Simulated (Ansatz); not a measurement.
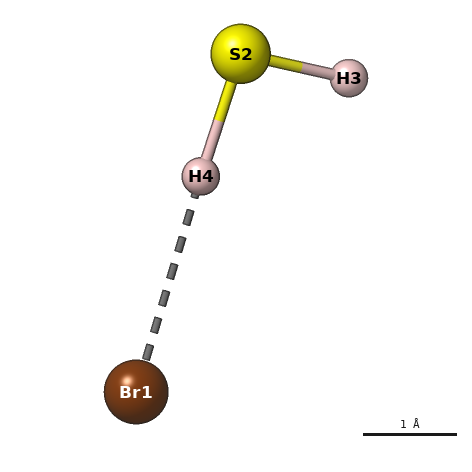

The picture comes from a calculation with Ansatz.

Broken lines mark hydrogen bonds. The species has charge −1 and is a spin singlet. Geometry: a pair of rigid molecules at a changed separation.

Give donor, acceptor, H···A distance and D–H···A angle of each hydrogen bond.

```
    D–H···A  D–H (Å)  H···A (Å)  angle (°)            kind
S2–H4···Br1     1.41       2.46        179  intermolecular
```
